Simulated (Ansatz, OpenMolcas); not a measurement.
**BN (boron nitride): the energy, rung by rung**

BN has 2 atoms, charge 0, and is taken as a triplet. As SMILES, `B#N`. The coordinates come from a PBE0-D4/def2-TZVP relaxation.

```tsv
atom	x (Å)	y (Å)	z (Å)
B	0.0000	0.0000	-0.0235
N	0.0000	0.0000	1.2919
```

Each level gives the energy change with the B1–N2 bond stretched from 1.315 to 1.973 Å (eV). The values are calculated.

| level | kind | program | value (eV) |
| --- | --- | --- | --- |
| USVWN5/6-31G | LDA | Ansatz | 2.68 |
| U-revPBE/6-31G | GGA | Ansatz | 2.22 |
| U-r2SCAN/6-31G | meta-GGA | Ansatz | 2.44 |
| RPA@PBE/6-31G | RPA | Ansatz | 1.60 |
| UCCSD(T)/6-31G | coupled cluster or CI | Ansatz | 1.88 |
| UCCSD/6-31G | coupled cluster or CI | Ansatz | 1.81 |
| UCCSDT(Q)/6-31G | coupled cluster or CI | Ansatz | 1.90 |
| UCCSDT/6-31G | coupled cluster or CI | Ansatz | 1.89 |
| FCI/STO-3G | exact in the basis | OpenMolcas | 2.47 |

The first shape isn't each level's own minimum. The values span 1.60 to 2.68 eV. Spin contamination of the reference (⟨S²⟩ at least 0.1 too high) touches U-r2SCAN/6-31G, UCCSD(T)/6-31G, UCCSD/6-31G, UCCSDT(Q)/6-31G, UCCSDT/6-31G. The coupled-cluster rows rest on a doubtful reference here (large T1 or Brueckner and Hartree–Fock orbitals at odds), and rows may lie in different states. All rows use very small basis sets, so even the best lies far from the true value.

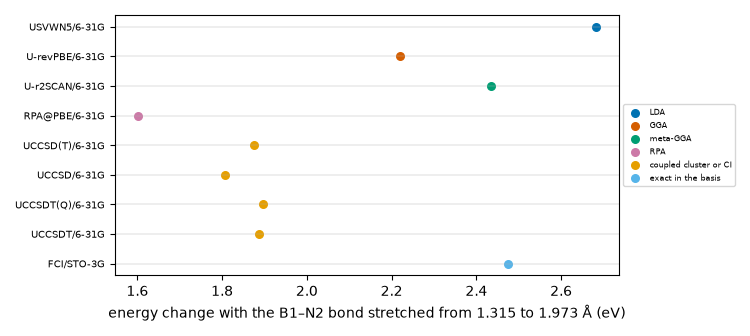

The values of the table, level by level.
